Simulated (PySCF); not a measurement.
# H4O5Re (Re(O)3(H2O)2+): the cost of one run

Program: PySCF 2.14.0. Level of theory: TPSS, Re def2-SVP with ECP60, O def2-SVP, H def2-SVP; scalar-relativistic core potentials, no spin–orbit coupling. These are calculated values, not measurements.

3 further runs of the same task are left out: 1 for a known fault of the program, 1 that didn't finish, 1 set aside as unsound or not needed.

## 1. The system as given

10 atoms, charge 1, spin multiplicity 1.

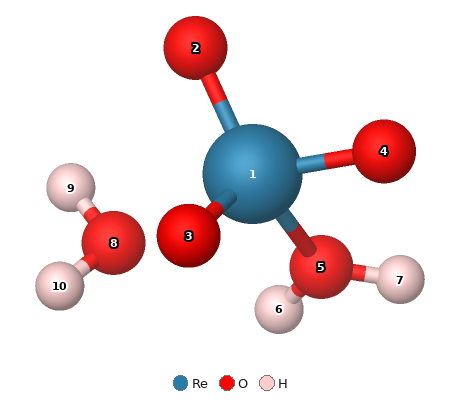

The structure; rhenium blue, oxygen red, hydrogen pink; atoms are numbered from 1 in the order of the file.

Geometry (Å):

```xyz
10
H4O5Re
Re    0.03291    0.15863    0.10185
O     0.53606   -0.16673    1.70077
O     1.37139   -0.09160   -0.92887
O    -0.30349    1.83360    0.04578
O    -1.97897   -0.12770   -0.58298
H    -2.37087   -0.99397   -0.82682
H    -2.58597    0.61486   -0.79772
O    -0.39707   -2.11117   -0.12169
H    -0.39541   -2.61866    0.72010
H     0.24566   -2.57153   -0.70626
```

Formal oxidation states: Re +7. An earlier session relaxed this geometry at TPSS, Re def2-SVP with ECP60, O def2-SVP, H def2-SVP (singlet, point group C1).

Its energy there is -456.437941 Eh.

## 2. Multiplicity 3 at the relaxed geometry

The input, run.py (the lines that set the calculation):

```python
mol = gto.M(atom='''
Re     0.03291     0.15863     0.10185
O      0.53606    -0.16673     1.70077
O      1.37139    -0.09160    -0.92887
O     -0.30349     1.83360     0.04578
O     -1.97897    -0.12770    -0.58298
H     -2.37087    -0.99397    -0.82682
H     -2.58597     0.61486    -0.79772
O     -0.39707    -2.11117    -0.12169
H     -0.39541    -2.61866     0.72010
H      0.24566    -2.57153    -0.70626''',
    basis={'Re': 'def2-SVP', 'O': 'def2-SVP', 'H': 'def2-SVP'},
    ecp={'Re': 'def2-SVP'},
    charge=1, spin=2)
mf = dft.UKS(mol, xc='TPSS')
mf.grids.atom_grid = (50, 194)
mf = mf.density_fit()  # fitting sets: Re def2-universal-JKFIT, O def2-universal-JKFIT, H def2-universal-JKFIT
mf.conv_tol = 1e-08; mf.max_cycle = 55
mf.kernel(dm0)  # dm0: free metal ions and neutral atoms
```

The run is started by

```console
OMP_NUM_THREADS=2 python run.py
```

**Question.** How long does this run take on 2 threads of Arm Neoverse V2, shared host?

About 16 s.
